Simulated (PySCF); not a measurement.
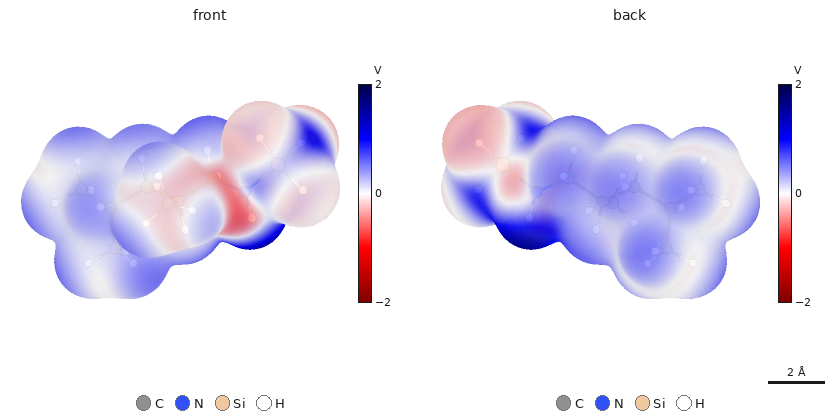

C₇H₁₉NSi (SMILES CC(C)C[C@H](C)CN[SiH3]). The electrostatic potential painted on the density surface at 0.002 e/bohr³, seen from the front and from behind; red is negative and blue positive.

Geometry: PBE0-D3(BJ)/def2-SVP.

These are results of PBE0/pcSseg-1, SCF density, gas phase, non-relativistic (PySCF 2.14.0), not measurements.

```yaml
atoms:
  - { symbol: C, position_ang: [-2.3343, 0.1877, -1.3492] }
  - { symbol: C, position_ang: [-2.0825, 0.4407, 0.1331] }
  - { symbol: C, position_ang: [-3.2324, 1.2270, 0.7530] }
  - { symbol: C, position_ang: [-0.7556, 1.1613, 0.3828] }
  - { symbol: C, position_ang: [0.5082, 0.4731, -0.1318] }
  - { symbol: C, position_ang: [0.6978, -0.9254, 0.4381] }
  - { symbol: C, position_ang: [1.7273, 1.3560, 0.1521] }
  - { symbol: N, position_ang: [2.9511, 0.8391, -0.4148] }
  - { symbol: Si, position_ang: [4.5052, 0.9238, 0.3396] }
  - { symbol: H, position_ang: [-2.3429, 1.1364, -1.9124] }
  - { symbol: H, position_ang: [-1.5652, -0.4597, -1.7974] }
  - { symbol: H, position_ang: [-3.3086, -0.3004, -1.5075] }
  - { symbol: H, position_ang: [-2.0393, -0.5394, 0.6419] }
  - { symbol: H, position_ang: [-3.3313, 2.2180, 0.2788] }
  - { symbol: H, position_ang: [-4.1925, 0.7020, 0.6288] }
  - { symbol: H, position_ang: [-3.0742, 1.3896, 1.8307] }
  - { symbol: H, position_ang: [-0.8194, 2.1712, -0.0645] }
  - { symbol: H, position_ang: [-0.6449, 1.3226, 1.4714] }
  - { symbol: H, position_ang: [0.4334, 0.3904, -1.2335] }
  - { symbol: H, position_ang: [1.6714, -1.3325, 0.1293] }
  - { symbol: H, position_ang: [0.6763, -0.9022, 1.5410] }
  - { symbol: H, position_ang: [-0.0867, -1.6199, 0.1029] }
  - { symbol: H, position_ang: [1.5069, 2.3847, -0.1988] }
  - { symbol: H, position_ang: [1.8573, 1.4350, 1.2474] }
  - { symbol: H, position_ang: [2.9207, 0.7351, -1.4236] }
  - { symbol: H, position_ang: [5.0932, 2.3018, 0.4653] }
  - { symbol: H, position_ang: [4.4057, 0.3729, 1.7269] }
  - { symbol: H, position_ang: [5.4424, 0.1055, -0.4877] }
```

> Describe the electrostatic potential map.

The most negative region (about −0.6 V) lies over N8 and H20, the most positive (about +1.5 V) over H25.

> What dipole moment does the calculation give?

Its dipole moment is 1.15 D.
